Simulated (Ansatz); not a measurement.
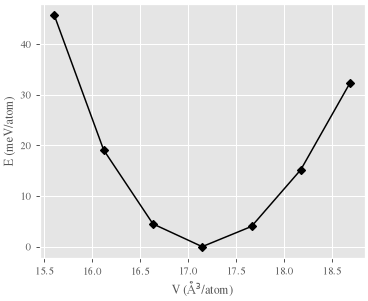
Fig. 1. GaP (rock salt, Fm-3m) under volume change, PBE (plane waves, PAW; program Ansatz), scaled uniformly.

What does a third-order Birch–Murnaghan fit give for V₀, B₀ and B′?

V₀ = 17.15 Å³/atom, B₀ = 88.0 GPa, B′ = 4.7.

The cell is a constructed one: a structure type filled with these elements; neither database checked (COD, Materials Project) lists it. It is not the phase usual at ambient conditions (space group No. 216). Symmetry was held in the PBE relaxation; whether a distortion lowers the energy is not shown. Spin–orbit coupling is left out wherever it is not named.

Potentials: the later of the program's two PAW sets.
